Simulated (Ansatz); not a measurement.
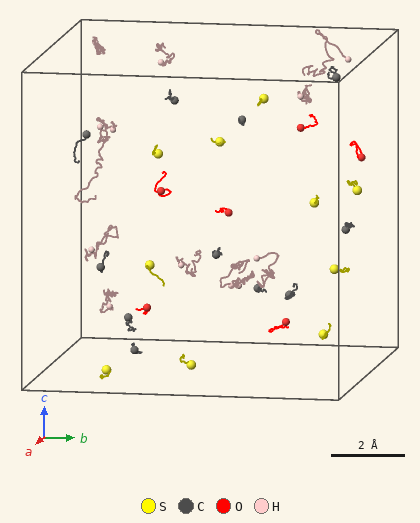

First-principles dynamics of a periodic cell with 5 CS2 + 6 H2CO at 1.344 g/cm³, 225 fs long. Lines trace each atom's path, in the colour of its element; spheres stand at the starting positions. Seen slightly off an axis in the simulation cell.

Level of theory: DFT PBE, scalar-relativistic, plane waves, PAW in Ansatz. Set-up: plane-wave cutoff 420 eV; k-point mesh 1 × 1 × 1; Fermi-Dirac smearing 0.02 eV; low-accuracy preset; Langevin thermostat (NVT); set temperature 300 K; time step 0.75 fs; friction 0.02 per fs.

**What do the traces tell about the motion?**

Root-mean-square distances from the starting positions over the second half, with the common drift of all atoms taken out: H 0.94 Å, O 0.52 Å, C 0.37 Å, S 0.33 Å. The heavy atoms stay within a fraction of a molecule's size of their starting places, while the hydrogen atoms travel further, as molecules turn; so short a run doesn't tell a liquid from a solid. The mean temperature in the second half is 275 K (standard deviation 21 K). The potential energy is still drifting at the end, so the run hasn't reached equilibrium. The potential energy in the second half lies on average 30.5 meV per atom above the first frame.

Limits of the set-up: the program's low-accuracy preset was used.
